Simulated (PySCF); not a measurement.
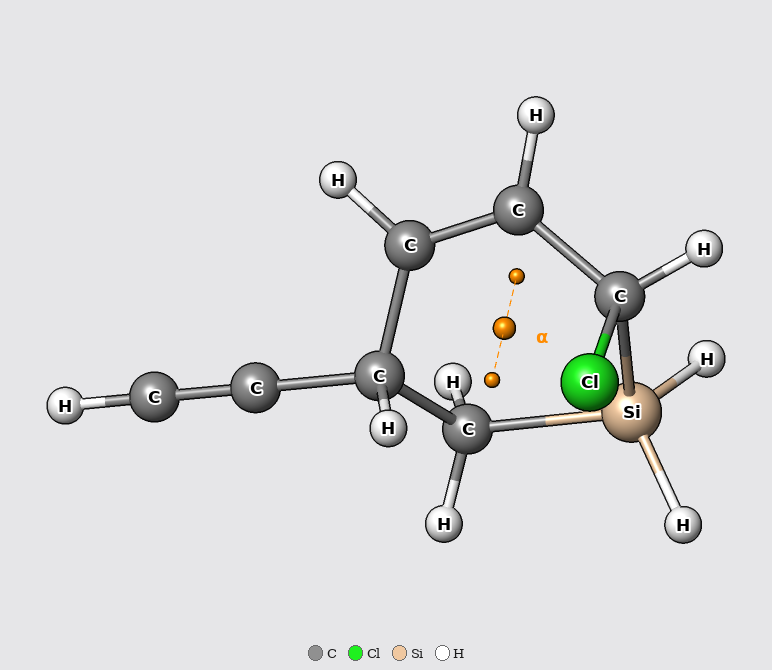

The small points mark where nucleus-independent chemical shifts (NICS) were computed: at the centre of each lettered ring and 1 Å above and below it. The computed structure is the end point of a GFN2-xTB optimisation. No frequency run is at hand to confirm it as a minimum. Method: GIAO PBE0/pcSseg-1 NMR shielding, non-relativistic, gas phase (PySCF 2.14.0).

Give NICS(0), NICS(1) and the out-of-plane component NICS(1)zz for each ring (means of the two sides).

```tsv
ring	members	NICS(0)	NICS(1)	NICS(1)zz
α	C5Si	−1.9	−3.3	−1.3
```

Values in ppm.

Question. What do the values say about the ring currents?

Answer. Ring α: weak, as in a non-aromatic ring. NICS is one index among several.

The geometry is semi-empirical. Around Si such bond lengths and angles can be off by a tenth of an ångström or more and by several degrees, and values that hang on the shape move with them.
